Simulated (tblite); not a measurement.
```xyz
15
charge 0, multiplicity 1
F     0.1039   -0.7656   -1.7942
C     0.4273   -1.0876   -0.4805
C     1.3206    0.0218    0.0631
C     0.5476    1.3423    0.0065
Ge   -1.3444    0.8034    0.2718
C    -0.8772   -1.1211    0.2941
H     0.9417   -2.0553   -0.5210
H     1.5761   -0.2332    1.0926
H     2.2430    0.0782   -0.5170
H     0.9219    2.0470    0.7465
H     0.6678    1.7988   -0.9752
H    -1.9830    1.2824    1.5483
H    -2.2574    1.1709   -0.8587
H    -1.5919   -1.7764   -0.1983
H    -0.7003   -1.4975    1.3000
```

What structure does this define?

Formula C4H9FGe. Its SMILES string is `F[C@H]1C[CH2][GeH2][CH2]1`. Among its groups: C–F bond. This geometry has C1 symmetry. Coordination, clear cases only: 4 C tetrahedral.

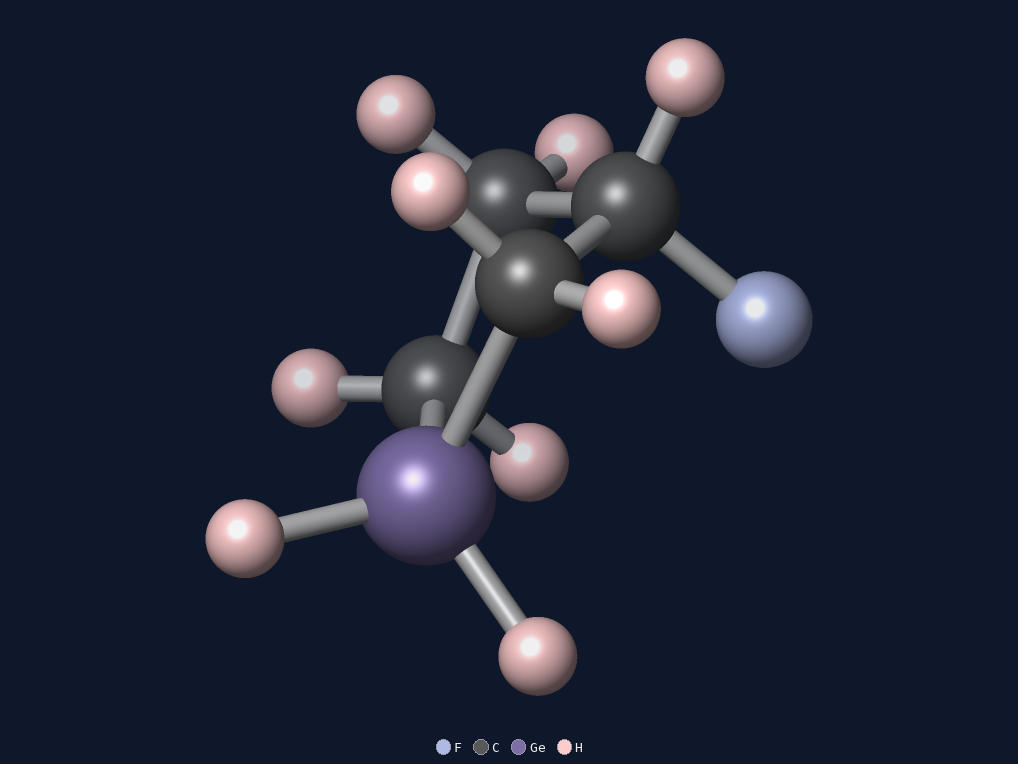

The picture comes from a calculation with tblite.
